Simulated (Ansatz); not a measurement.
## Profile along the Ir–Ir line in ZrIr2 (cubic Laves, MgCu2 type)

ZrIr2 (cubic Laves, MgCu2 type)

```yaml
crystal:
  lattice:
    - [0.00000, 3.65215, 3.65215]
    - [3.65215, 0.00000, 3.65215]
    - [3.65215, 3.65215, 0.00000]
  atoms:
    - { symbol: Zr, position: [0.50000, 0.50000, 0.50000] }
    - { symbol: Zr, position: [0.75000, 0.75000, 0.75000] }
    - { symbol: Ir, position: [0.62500, 0.12500, 0.12500] }
    - { symbol: Ir, position: [0.12500, 0.12500, 0.62500] }
    - { symbol: Ir, position: [0.12500, 0.62500, 0.12500] }
    - { symbol: Ir, position: [0.12500, 0.12500, 0.12500] }
```

Fields along a shortest Ir–Ir line of a {110} plane (2.58 Å), from Ir to Ir, interpolated on the slice's grid (step about 0.3 Å). The numbers are results of LDA (plane waves to 420 eV, PAW, scalar-relativistic; Ansatz, a quantum-chemistry and plane-wave program), not measurements. k mesh 11×11×11. Near the nuclei the fields are pseudised (PAW); where an atom keeps semicore shells as valence, they peak there. Spin-orbit coupling is left out, though Ir is heavy. ZrIr2 is run without spin polarisation. ZrIr2 was relaxed with its symmetry unable to fall.

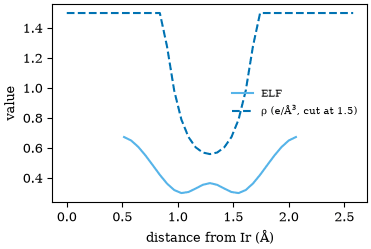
Fig. 1. ELF (away from the nuclei) and valence density from Ir to Ir.

Density on the Ir–Ir line (2.58 Å) at its midpoint: 0.56 e/Å³. ELF at that point: 0.4.
